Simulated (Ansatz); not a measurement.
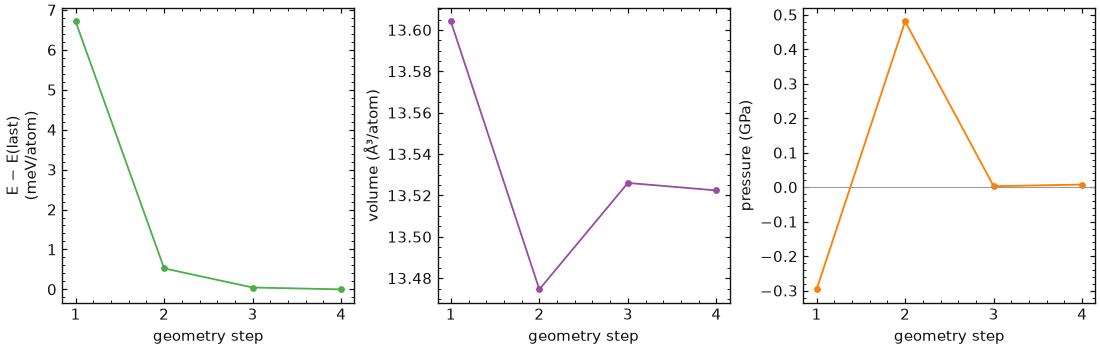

History of a geometry optimisation. Atoms and cell relax. A closing SCF on a freshly chosen basis isn't drawn.

System: SiGeB (P6/mmm, 6 atoms in the cell).
Method: DFT PBE, scalar-relativistic, plane waves, PAW (Ansatz); cutoff 420 eV, 12×12×8 k-mesh, Gaussian smearing of 0.1 eV.

How did the optimisation end?

Answer. The optimisation met its thresholds at geometry 4, counting the start as the first. The energy fell by about 6.7 meV/atom from the first step to the last. All forces vanish by symmetry, so only the cell moves.

What happens to the cell?

Answer. The volume shrinks from 13.60 to 13.52 Å³ per atom (−0.6 %), overshooting to 13.47 at step 2, as the pressure goes from −0.3 GPa to about 0 GPa. The start was expanded.
